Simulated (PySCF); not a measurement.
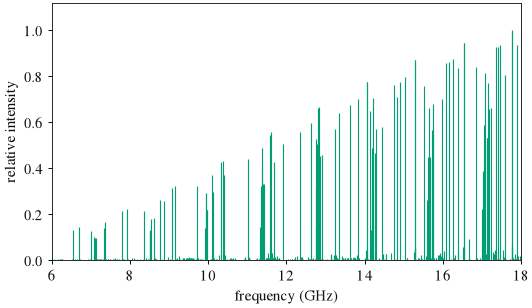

C₃H₇Cl₂GaO (GaCl2(OiPr)), SMILES CC(C)[O][Ga]([Cl])[Cl], singlet. Simulated rotational absorption lines between 6 and 18 GHz at 5 K: rigid rotor with the equilibrium constants and dipole of one optimised conformer (PBE0-D3(BJ)/def2-SVP, PySCF), commonest isotopes; no centrifugal distortion, hyperfine structure, internal rotation or nuclear-spin weights; lines within 1 MHz of each other are summed.

> What are the rotational constants, and what kind of rotor is it?

Rotational constants A, B, C = 1.775, 0.7905, 0.6187 GHz; Ray's κ = −0.70, an asymmetric top on the prolate side.

> Assign the strongest lines, as J(Ka,Kc).

```tsv
GHz	upper	lower	type	relative intensity
17.77	14(0,14)	13(0,13)	a	1.00
17.77	14(1,14)	13(1,13)	a	1.00
16.53	13(0,13)	12(0,12)	a	0.95
16.53	13(1,13)	12(1,12)	a	0.95
```

Caveats: coarse grid, loose stop and no frequency check, small forces are noise and the end may be a saddle.
